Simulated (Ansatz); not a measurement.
Take Si in the diamond structure (space group Fd-3m, No. 227; a = 5.4021 Å) as the base. Axes: x, y, z lie along the cube axes.

The change: uniaxial strain ε_zz = +1.00 %, all other strain components held at zero; the atoms relax in the strained cell.

Method: Ansatz (a first-principles code), LDA, PAW, cutoff 420 eV, no SOC.

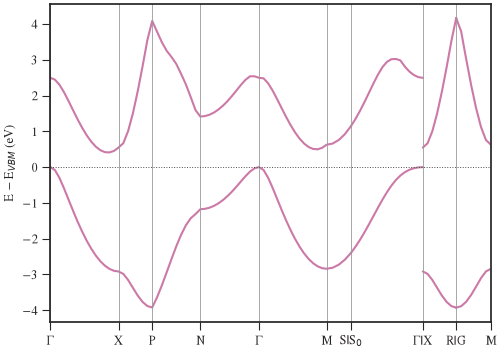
Figure: Highest valence and lowest conduction band along the path of the changed cell's own zone

### Question
Read the changed gap and its character from the plot.

### Answer
About 0.4 eV, indirect, Γ → Γ–X (87 % along).

Stability against distortions was not tested. k-point labels follow each cell's own Brillouin zone.
